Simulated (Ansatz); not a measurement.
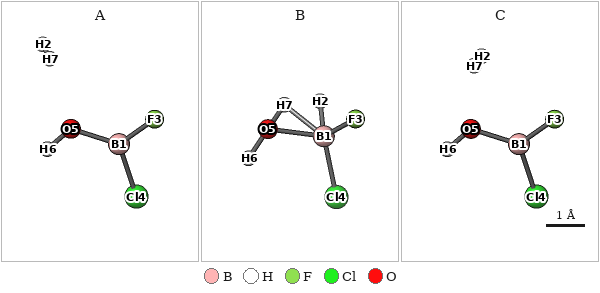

3 geometries from a converged minimum-energy path of BH3OClF, shuffled. The picture is a ball-and-stick view, seen face on.

All numbers below come from RKS BLYP/def2-SVP in Ansatz. Settings: 7 movable images; climbing image; force threshold 0.03 eV/Å; iteration limit 60; starting path through a guess of the saddle point.

> One of them is the converged climbing image. Which?

B. In order along the path, whose images run from 0 to 8: B (image 1, +1.00 eV), C (image 5, −0.94 eV), A (image 6, −0.95 eV). Breaking: B1–H2 (1.22 → 1.39 at the top → 4.58 Å), O5–H7 (0.98 → 1.27 at the top → 2.64 Å). Forming: B1–O5 (1.77 → 1.56 at the top → 1.36 Å), H2–H7 (2.34 → 1.06 at the top → 0.77 Å).

Cost: 2.3 min on 1 thread of Intel(R) Xeon(R) 6975P-C (Granite Rapids), with other jobs on the host, peak memory 0.16 GiB.
